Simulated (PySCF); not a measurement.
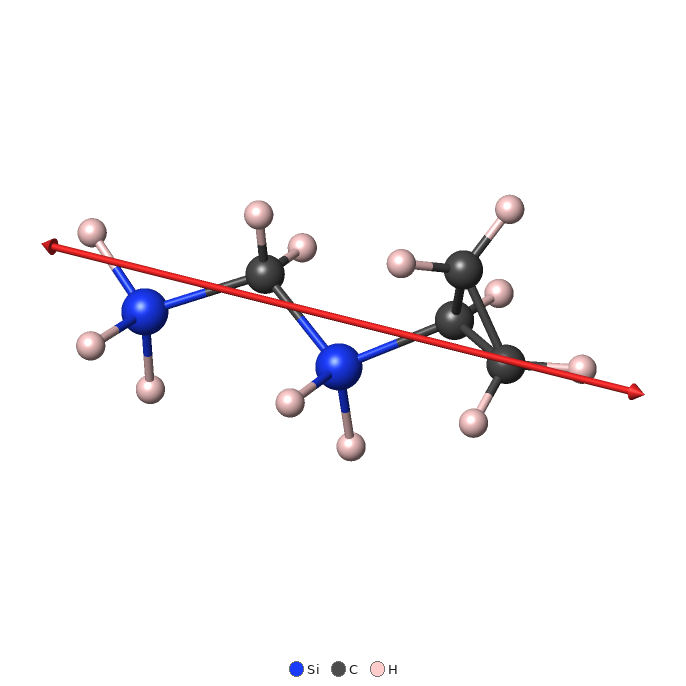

The double arrow shows the direction of the transition dipole to excited singlet state 5 (its length means nothing). Computed geometry: PBE0-D3(BJ)/def2-SVP optimisation. No frequency run is at hand to confirm it as a minimum. Properties computed with TDDFT B3LYP/def2-SVPD, vertical, gas phase, core orbitals frozen in the response (PySCF 2.14.0).

**Give its energy, strength and character.**

7.78 eV (159 nm), oscillator strength 0.12, mainly HOMO → LUMO+3 (weight 0.59); transition dipole 2.02 D.
